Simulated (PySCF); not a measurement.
The calculation's input:

```
{"job": {"kind": "nmr", "xc": "PBE0", "basis": "pcSseg-1"}, "charge": 0, "multiplicity": 1}
C     -2.780632    -0.087506     0.356398
C     -1.565067    -0.509973     0.660643
Si     0.006440     0.198933    -0.084516
O      0.311248     1.740749     0.370202
O      1.159618    -0.736272     0.553512
C      2.541882    -0.552188     0.489225
H     -3.673605    -0.505842     0.795849
H     -2.943867     0.704647    -0.358001
H     -1.466206    -1.315494     1.376220
H      0.010475     0.163371    -1.551497
H     -0.326055     2.432450     0.222536
H      2.906222    -0.744176    -0.523109
H      3.008108    -1.256407     1.179422
H      2.810762     0.467236     0.770975
```

Launched as:

```sh
OMP_NUM_THREADS=1 python probes_run.py task.json out
```

Geometry: GFN2-xTB.

Level of theory: PBE0/pcSseg-1, SCF density, gas phase, non-relativistic in PySCF.

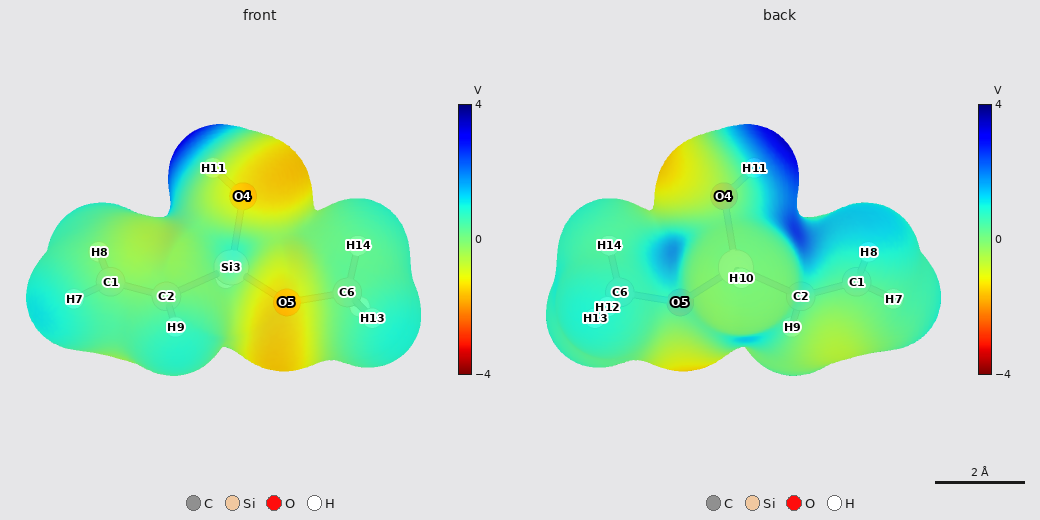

C3H8O2Si. The molecular electrostatic potential painted on the density surface at 0.004 e/bohr³, seen from the front and from behind; red is negative and blue positive.

**Which sites attract a positive test charge, and which a negative one?**

A positive charge is drawn to the negative regions and a negative charge to the positive ones. The most negative region (about −1.6 V) lies over O4 and O5, the most positive (about +3.2 V) over H11.

**What dipole moment does the calculation give?**

Its dipole moment is 1.22 D.
